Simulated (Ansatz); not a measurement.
## Electronic structure of CH4FNSi (SMILES C=N[SiH2]F) in real space

```xyz
8

C    -0.9706   -0.7115   -1.8358
F     1.8759    0.3811   -0.8740
N    -0.7126    0.5201   -1.9311
Si    0.7284    1.3705   -1.4921
H    -1.9486   -1.0929   -2.1652
H    -0.2704   -1.4647   -1.4347
H     1.2810    1.9934   -2.7187
H     0.3728    2.3595   -0.4465
```

Geometry: PBE0-D3(BJ)/pcseg-1.

Computed with Ansatz 0.2.0, isolated molecule in a Gaussian basis; Kohn-Sham density functional theory, functional PBE0.

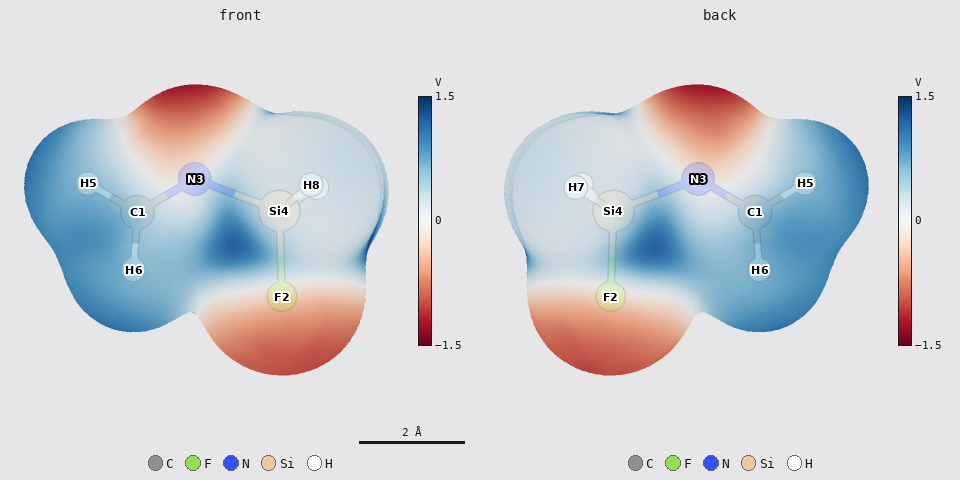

Figure 1. The electrostatic potential painted on the density surface at 0.002 e/bohr³, seen from the front and from behind; red is negative and blue positive.

### Which sites attract a positive test charge, and which a negative one?

A positive charge is drawn to the negative regions and a negative charge to the positive ones. The most negative region (about −1.2 V) lies over N3, the most positive (about +1.4 V) over Si4. N3 is the likeliest acceptor of a hydrogen bond.

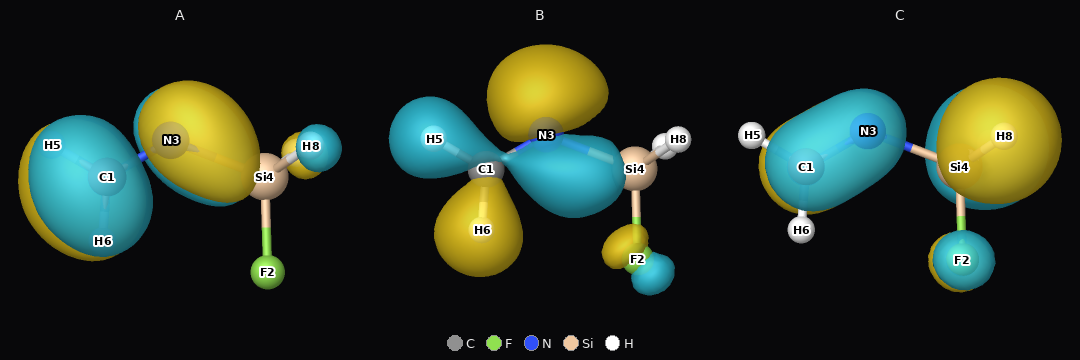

Figure 2. Three frontier orbitals at ±0.1 Å⁻³ᐟ² (yellow and cyan are the two phases), in no order.

### Order the three orbitals by energy and name them.

C is the HOMO−1 (−9.29 eV). By Hirshfeld shares it lies mainly on Si4 (about 25 %), H8 (about 20 %), H7 (about 20 %), N3 (about 15 %) and C1 (about 15 %). B is the HOMO (−7.58 eV). Its weight (Hirshfeld) is mainly on N3 (about 55 %), C1 (about 15 %), Si4 (about 10 %), H6 (about 10 %) and H5 (about 5 %). A is the LUMO (−1.32 eV). It lies mainly on C1 (about 45 %), N3 (about 30 %), Si4 (about 10 %), H5 (about 5 %) and H6 (about 5 %); π-antibonding (π*) across C1–N3.

### What is the HOMO–LUMO gap?

6.26 eV between the orbital energies.
